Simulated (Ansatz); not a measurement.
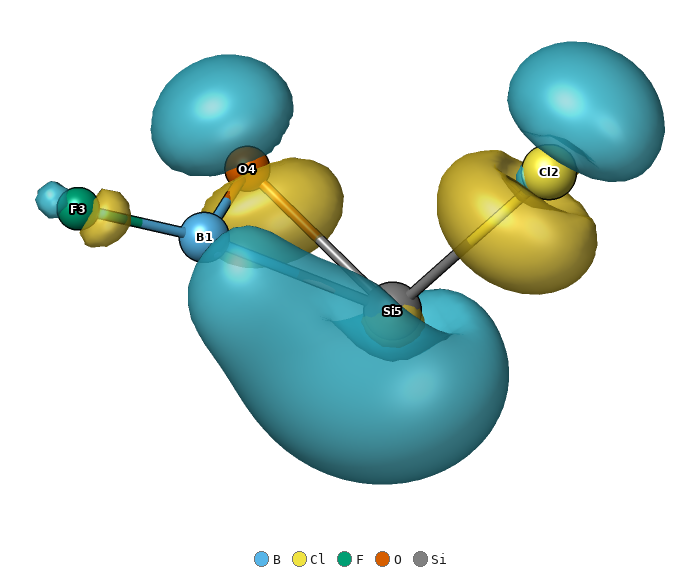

BClFOSi (SMILES F[B-]1=[Si](Cl)O1) (charge −1). The HOMO−1 at ±0.15 Å⁻³ᐟ² (yellow and cyan are the two phases), seen from one side.

Geometry: B3LYP-D3(BJ)/def2-SVPD.

Level of theory: isolated molecule in a Gaussian basis; Kohn-Sham density functional theory, functional PBE0 in Ansatz 0.2.0.

Input file:

```
crystal:
  periodic: [false, false, false]
  atoms:
    - symbol: B
      position_ang: [-1.850334, -2.620499, -0.370843]
    - symbol: Cl
      position_ang: [-2.294372, 0.365641, 0.877595]
    - symbol: F
      position_ang: [-2.659818, -3.470128, -1.062844]
    - symbol: O
      position_ang: [-0.832399, -1.943807, -0.891467]
    - symbol: Si
      position_ang: [-0.936729, -1.502187, 0.960673]
basis:
  gaussian:
    orbitals: def2-TZVPD
total_charge: -1
hamiltonian:
  xc: {name: PBE0}
output: {forces: true, orbitals: {seedname: orbitals}}
```

Launched as:

```sh
ansatz run input.yaml --threads 2 --pin off --max-ram 4350MiB --events-out events.jsonl --progress --plain --runs-dir runs
```

Describe this orbital and give its energy.

By Hirshfeld shares it lies mainly on Si5 (about 45 %), Cl2 (about 25 %), O4 (about 20 %) and B1 (about 10 %). Its energy is −2.82 eV.
